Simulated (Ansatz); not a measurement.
**InBr3: the relaxed shape and its frontier levels**

Aim: characterise InBr3 as a singlet: its structure, frontier levels and distribution of charge.

Program: Ansatz 0.2.0, Gaussian basis. Level of theory: RKS PBE0-D4/def2-TZVP. These are calculated values, not measurements.

The runs, in order: relaxation at PBE0-D4/def2-SVP; a search for the lowest solution at PBE0-D4/def2-SVP; a single point at PBE0-D4/def2-TZVP; harmonic vibrations at PBE0-D4/def2-SVP.

**1. The starting structure**

4 atoms, charge 0, spin multiplicity 1.

Atoms are counted from 1 here; the program's logs count them from 0.

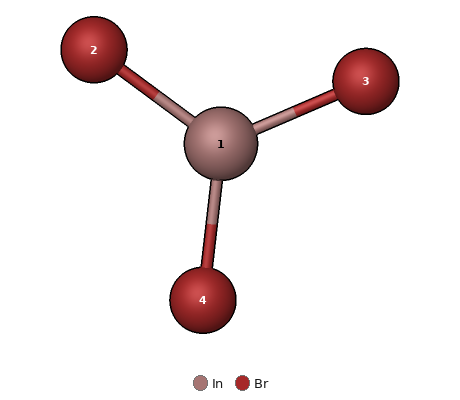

The starting geometry (indium brown, bromine red); atoms are numbered from 1 in the order of the file.

Coordinates:

```
In    0.0000    0.0001    0.0002
Br    2.4915   -0.0275    0.0128
Br   -1.2221    2.1714   -0.0173
Br   -1.2694   -2.1439    0.0043
```

In takes a core potential in the def2 sets. No spin-orbit coupling is included.

The start is a GFN2-xTB geometry.

**2. Relaxation at PBE0-D4/def2-SVP**

in.yaml

```yaml
crystal:
  periodic: [false, false, false]
  atoms:
    - {symbol: In, position_ang: [0.000030, 0.000050, 0.000220]}
    - {symbol: Br, position_ang: [2.491520, -0.027490, 0.012770]}
    - {symbol: Br, position_ang: [-1.222110, 2.171400, -0.017320]}
    - {symbol: Br, position_ang: [-1.269440, -2.143950, 0.004330]}
basis:
  gaussian: {orbitals: def2-SVP}
hamiltonian: {xc: pbe0, dispersion: d4}
scf: {lower_state_search: "off"}
output: {orbitals: {seedname: orbitals}}
relax: {f_tol: 0.02, max_steps: 100}
```

Started as:

```console
ansatz run in.yaml --threads 2 --pin off --events-out ev --progress --plain --max-ram 4352MiB
```

Log (excerpt; [...] marks lines left out):

```text
Functional definition: PBE0
  name "PBE0"
  cite "Adamo & Barone, J. Chem. Phys. 110, 6158 (1999) doi:10.1063/1.478522"
  cite "Perdew, Burke & Ernzerhof, Phys. Rev. Lett. 77, 3865 (1996) doi:10.1103/PhysRevLett.77.3865"
  parent pbe
[...]
1340 factors; integrals over basis functions are off by at most 1.8e-4 eV
[...]
mean field -215267.53640357 eV, -7910.9360492542 hartree, gradient 2.0e-6 eV, S^2 0.000000; 0 other end points of the search recorded, 0 dependent functions left out
[...]
reference -215267.53643433 eV, -7910.9360503846 hartree; 63, 63 occupied and 59, 59 virtual orbitals, 1340 factors
relax step   1: F+E_penalty+E_count = -215267.67501838 eV  Δ(F+E_penalty+E_count) = +0.000e0 eV  max|allowed force component| = 4.114e-1 eV/Å  Δτ_max = 0.0000 Å  (13 SCF iters, accepted)
[...]
relax step   4: F+E_penalty+E_count = -215267.69550842 eV  Δ(F+E_penalty+E_count) = +1.031e-3 eV  max|allowed force component| = 6.553e-2 eV/Å  Δτ_max = 0.0236 Å  (18 SCF iters, rejected (line search))
relax step   5: F+E_penalty+E_count = -215267.69653960 eV  Δ(F+E_penalty+E_count) = +0.000e0 eV  max|allowed force component| = 1.745e-3 eV/Å  Δτ_max = 0.0000 Å  (18 SCF iters, accepted)
Total energy: -215267.69657029 eV, -7910.9419352726 hartree
Atom 0 at     0.000071     0.000004     0.000027 Å, force    -0.000053    -0.000027    -0.000060 eV/Å
Atom 1 at     2.457386    -0.026993     0.012658 Å, force     0.001745    -0.000017     0.000029 eV/Å
Atom 2 at    -1.205298     2.141533    -0.017018 Å, force    -0.000836     0.001437     0.000008 eV/Å
Atom 3 at    -1.252159    -2.114533     0.004333 Å, force    -0.000855    -0.001393     0.000023 eV/Å
Dipole moment:     0.000105     0.000003     0.000025 e Å
Checks for a lower state left out: stability, starts, cluster_reference, orbital_swaps, neighbouring_geometries, increment
```

Run time: 12 s. Hardware: 2 threads of Arm Neoverse V2, shared host.

Step by step: (the energy doesn't fall at every step)

| step | energy from step 1 (eV) | largest force component (eV/Å) |
| --- | --- | --- |
| 1 | 0.0000 | 0.4114 |
| 2 | -0.0082 | 0.3523 |
| 3 | -0.0215 | 0.0017 |
| 4 | -0.0205 | 0.0655 |
| 5 | -0.0215 | 0.0017 |

The force was under the threshold of 0.02 eV/Å already at step 3, but the program went on to step 5.

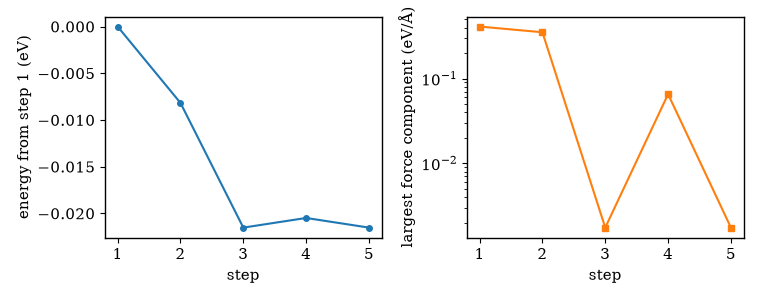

Energy and force, step by step.

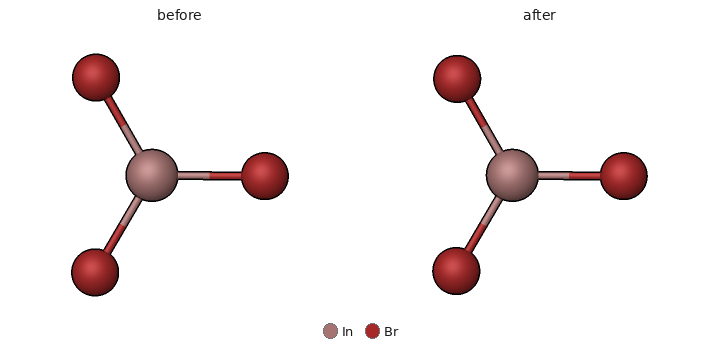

Before and after, at one scale.

Close pairs (by a distance rule), those that changed most:

| bond | before (Å) | after (Å) | change (Å) |
| --- | --- | --- | --- |
| In1–Br3 | 2.492 | 2.458 | -0.034 |
| In1–Br2 | 2.492 | 2.457 | -0.034 |
| In1–Br4 | 2.492 | 2.458 | -0.034 |

Bonds by kind at the end (by distance):

| bond | count | shortest (Å) | longest (Å) |
| --- | --- | --- | --- |
| Br–In | 3 | 2.457 | 2.458 |

**3. Searching for the lowest solution, PBE0-D4/def2-SVP**

start.molden holds the orbitals of an earlier run on this state, given as this run's starting guess.

in.yaml

```yaml
crystal:
  periodic: [false, false, false]
  atoms:
    - {symbol: In, position_ang: [0.000071, 0.000004, 0.000027]}
    - {symbol: Br, position_ang: [2.457386, -0.026993, 0.012658]}
    - {symbol: Br, position_ang: [-1.205298, 2.141533, -0.017018]}
    - {symbol: Br, position_ang: [-1.252159, -2.114533, 0.004333]}
basis:
  gaussian: {orbitals: def2-SVP, initial_orbitals: start.molden}
hamiltonian: {xc: pbe0, dispersion: d4}
output: {orbitals: {seedname: orbitals}}
```

Launched as before.

Log:

```text
Functional definition: PBE0
  name "PBE0"
  cite "Adamo & Barone, J. Chem. Phys. 110, 6158 (1999) doi:10.1063/1.478522"
  cite "Perdew, Burke & Ernzerhof, Phys. Rev. Lett. 77, 3865 (1996) doi:10.1103/PhysRevLett.77.3865"
  parent pbe
  parameter a = 0.25
  parameter kappa = 0.804
  parameter beta = 0.06672455060314922
  exchange = (1 - a)*pbe_x(kappa = kappa, mu = beta*pi^2/3) + a*exact_x
  correlation = pbe_c(beta = beta)
1248 factors; integrals over basis functions are off by at most 2.4e-4 eV
mean field evaluation 1: about -215267.5418 eV, gradient 9.6e-2 eV
mean field evaluation 2: about -215267.5554 eV, gradient 2.5e-4 eV
mean field evaluation 4: about -215267.5554 eV, gradient 7.7e-6 eV
mean field evaluation 8: about -215267.5417 eV, gradient 2.8e-1 eV
mean field evaluation 16: about -215267.5554 eV, gradient 1.7e-4 eV
mean field -215267.55535191 eV, -7910.9367455929 hartree, gradient 6.0e-6 eV, S^2 0.000000; 1 other end points of the search recorded, 0 dependent functions left out
reference -215267.55538259 eV, -7910.9367467205 hartree; 63, 63 occupied and 59, 59 virtual orbitals, 1248 factors
Total energy: -215267.69654686 eV, -7910.9419344117 hartree
```

It took 3.7 s on 2 threads of Arm Neoverse V2, shared host.

HOMO -8.62 eV, LUMO -3.05 eV.

**4. Single point, PBE0-D4/def2-TZVP**

in.yaml, as its differences from that of step 3:

```diff
@@ -8,4 +8,5 @@
 basis:
-  gaussian: {orbitals: def2-SVP, initial_orbitals: start.molden}
+  gaussian: {orbitals: def2-TZVP, initial_orbitals: start.molden}
 hamiltonian: {xc: pbe0, dispersion: d4}
+scf: {omitted_lower_state_checks: [starts]}
 output: {orbitals: {seedname: orbitals}}
```

Launched as before.

Log:

```text
Functional definition: PBE0
  name "PBE0"
  cite "Adamo & Barone, J. Chem. Phys. 110, 6158 (1999) doi:10.1063/1.478522"
  cite "Perdew, Burke & Ernzerhof, Phys. Rev. Lett. 77, 3865 (1996) doi:10.1103/PhysRevLett.77.3865"
  parent pbe
  parameter a = 0.25
  parameter kappa = 0.804
  parameter beta = 0.06672455060314922
  exchange = (1 - a)*pbe_x(kappa = kappa, mu = beta*pi^2/3) + a*exact_x
  correlation = pbe_c(beta = beta)
these checks for a lower state are left out or cut short: starts
1720 factors; their error is unknown
mean field evaluation 1: about -215290.7181 eV, gradient 2.1e2 eV
mean field evaluation 2: about -215291.9102 eV, gradient 3.7e0 eV
mean field evaluation 4: about -215293.3144 eV, gradient 6.9e-1 eV
mean field evaluation 8: about -215293.3148 eV, gradient 2.6e-5 eV
mean field -215293.31476964 eV, -7911.8833867343 hartree, gradient 2.6e-5 eV, S^2 0.000000; 0 other end points of the search recorded, 0 dependent functions left out
reference -215293.31480089 eV, -7911.8833878827 hartree; 63, 63 occupied and 131, 131 virtual orbitals, 1720 factors
Total energy: -215293.45596516 eV, -7911.8885755739 hartree
Checks for a lower state left out: starts
```

It took 7 s on 2 threads of Arm Neoverse V2, shared host; peak memory 0.71 GiB.

Report: HOMO -8.74 eV, LUMO -3.13 eV.

Mulliken charges, from this run's orbitals:

| atom | value (e) |
| --- | --- |
| In1 | 0.90 |
| Br2 | -0.30 |
| Br3 | -0.30 |
| Br4 | -0.30 |

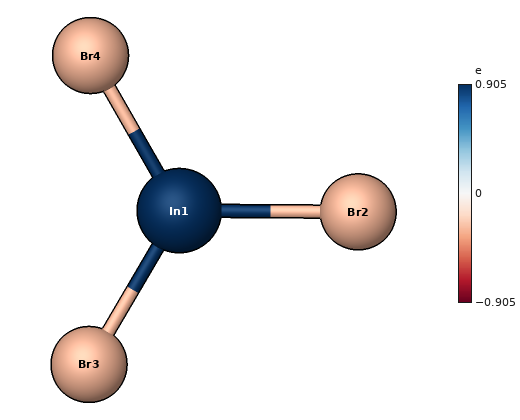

Mulliken charges, from this run's orbitals, as colours on the atoms.

Largest Mayer bond orders: In1–Br2 1.01; In1–Br3 1.01; In1–Br4 1.01.

The fields below are evaluated on a grid from the run's orbitals.

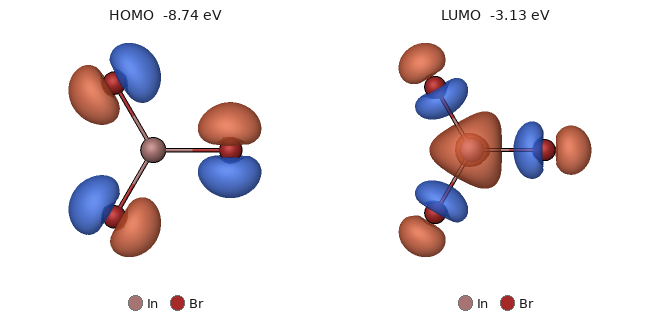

PBE0-D4/def2-TZVP orbitals near the gap, drawn at the value that encloses 70 % of each; the two colours are the two signs.

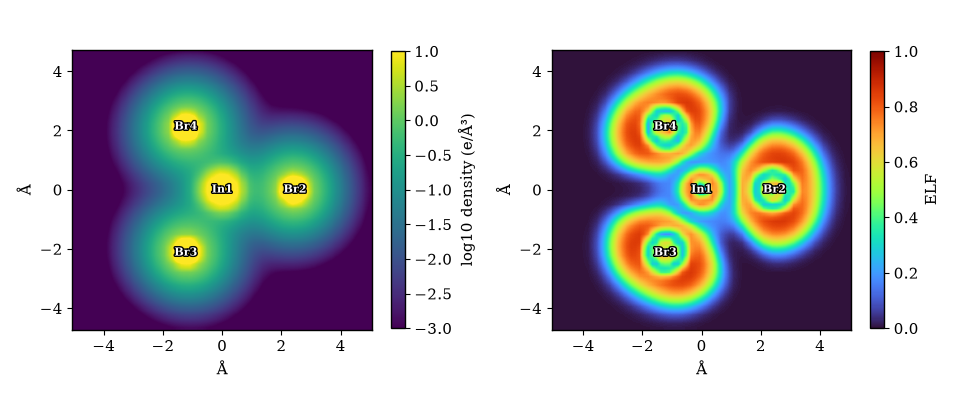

Density (left) and ELF (right) in a plane through or near 4 of the atoms.

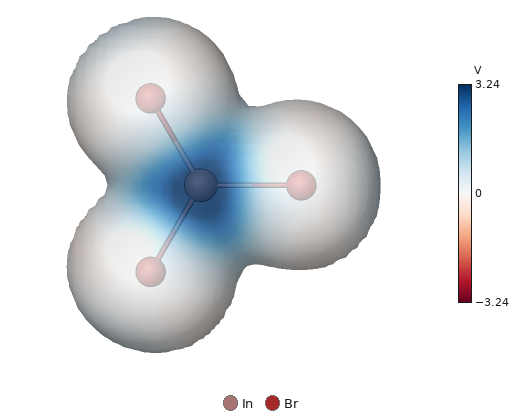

Electrostatic potential on the surface of density 0.002 e/bohr³; red is low, blue high. It runs from -0.22 V near Br3 to 3.24 V near In1.

**5. Vibrations by finite differences**

in.yaml, as its differences from that of step 4:

```diff
@@ -8,5 +8,5 @@
 basis:
-  gaussian: {orbitals: def2-TZVP, initial_orbitals: start.molden}
+  gaussian: {orbitals: def2-SVP}
 hamiltonian: {xc: pbe0, dispersion: d4}
 scf: {omitted_lower_state_checks: [starts]}
-output: {orbitals: {seedname: orbitals}}
+phonons: {temperatures: {t_min: 298.15, t_max: 900, t_step: 200}}
```

Same command.

Log (excerpt; [...] marks lines left out):

```text
Functional definition: PBE0
  name "PBE0"
  cite "Adamo & Barone, J. Chem. Phys. 110, 6158 (1999) doi:10.1063/1.478522"
  cite "Perdew, Burke & Ernzerhof, Phys. Rev. Lett. 77, 3865 (1996) doi:10.1103/PhysRevLett.77.3865"
  parent pbe
[...]
1340 factors; integrals over basis functions are off by at most 2.1e-4 eV
[...]
mean field -215267.55537533 eV, -7910.9367464538 hartree, gradient 2.4e-5 eV, S^2 0.000000; 0 other end points of the search recorded, 0 dependent functions left out
[...]
reference -215267.55540602 eV, -7910.9367475814 hartree; 63, 63 occupied and 59, 59 virtual orbitals, 1340 factors
[...]
1340 factors; integrals over basis functions are off by at most 2.1e-4 eV
[...]
mean field -215267.55531828 eV, -7910.9367443570 hartree, gradient 2.7e-6 eV, S^2 0.000000; 0 other end points of the search recorded, 0 dependent functions left out
[...]
1340 factors; integrals over basis functions are off by at most 2.1e-4 eV
mean field -215267.55537517 eV, -7910.9367464479 hartree, gradient 1.8e-6 eV, S^2 0.000000; 0 other end points of the search recorded, 0 dependent functions left out
[...]
reference -215267.55540586 eV, -7910.9367475755 hartree; 63, 63 occupied and 59, 59 virtual orbitals, 1340 factors
Total energy: -215267.69657029 eV, -7910.9419352726 hartree
Atom 0 at     0.000071     0.000004     0.000027 Å, force    -0.000058     0.000000    -0.000061 eV/Å
Atom 1 at     2.457386    -0.026993     0.012658 Å, force     0.001749    -0.000019     0.000029 eV/Å
Atom 2 at    -1.205298     2.141533    -0.017018 Å, force    -0.000830     0.001423     0.000009 eV/Å
Atom 3 at    -1.252159    -2.114533     0.004333 Å, force    -0.000861    -0.001404     0.000023 eV/Å
Dipole moment:     0.000105    -0.000001     0.000026 e Å
Vibrations: 62.47 62.50 77.39 210.29 288.46 288.51 cm⁻¹, zero-point energy 0.061348 eV
Checks for a lower state left out: starts
```

Run time: 45 s. Hardware: 2 threads of Arm Neoverse V2, shared host.

Motions are named by where the mode's potential energy lies. The modes, unscaled (a negative number is an imaginary wavenumber):

| mode | cm⁻¹ | motion |
| --- | --- | --- |
| 1 | 62 | bend |
| 2 | 62 | bend |
| 3 | 77 | out-of-plane bend |
| 4 | 210 | In–Br stretch |
| 5 | 288 | In–Br stretch |
| 6 | 289 | In–Br stretch |

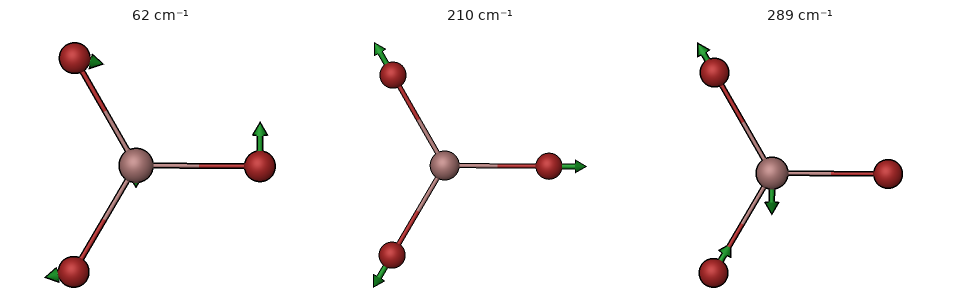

How the atoms move in 3 of the modes.

**6. Outcome**

```
                       quantity                            value
                    point group                              D3h
                 commonest bond  Br–In, 3 of mean length 2.458 Å
HOMO, LUMO at PBE0-D4/def2-TZVP                  -8.74, -3.13 eV
     dipole at PBE0-D4/def2-SVP                           0.00 D
     lowest, highest wavenumber                     62, 289 cm⁻¹
```

In words: The molecule keeps its bonding pattern by the stored test; the atoms moved 0.03 Å (rms). All wavenumbers are real: a minimum at this level. The HOMO lies nearest to Br2, Br3, Br4 about 33 % each and the LUMO to In1 43 %; Br2, Br3, Br4 about 19 % each.
